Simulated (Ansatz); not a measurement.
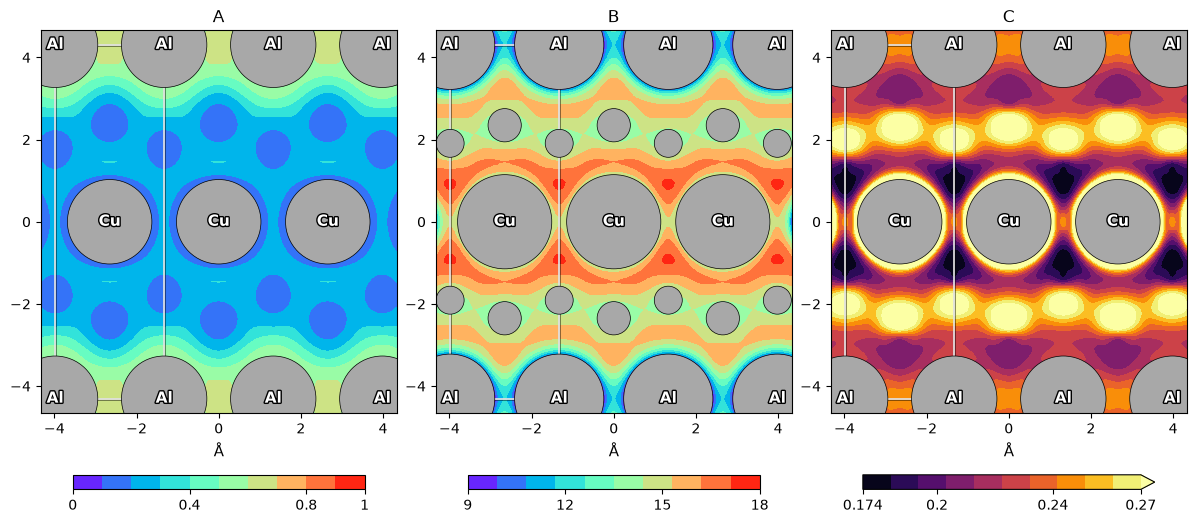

AlCu₅: 3 fields on the (011̄) plane of the conventional cell, with unlabelled colour scales. Grey discs cover the atomic cores.

Space group Pmmm; a structure generated by program, which may or may not match a known phase; computed pressure about −5 GPa in this cell; computed without spin polarisation.

Method: Ansatz, DFT r2SCAN, scalar-relativistic, plane waves, PAW.

The panels show electron localisation function, electrostatic potential energy of an electron and valence pseudo-density in some order. Assign them.

Panel A: electron localisation function. Panel B: electrostatic potential energy of an electron (low next to the atoms, rising into the space between them). Panel C: valence pseudo-density. From the grid: Al–Al (2.65 Å): ρ is about 0.25 e/Å³ halfway; the ELF peaks at about 0.65 between the atoms. Cu–Cu (2.65 Å): ρ is about 0.25 e/Å³ halfway; the ELF is about 0.20 at the midpoint (no shared electron pair shows on this line).
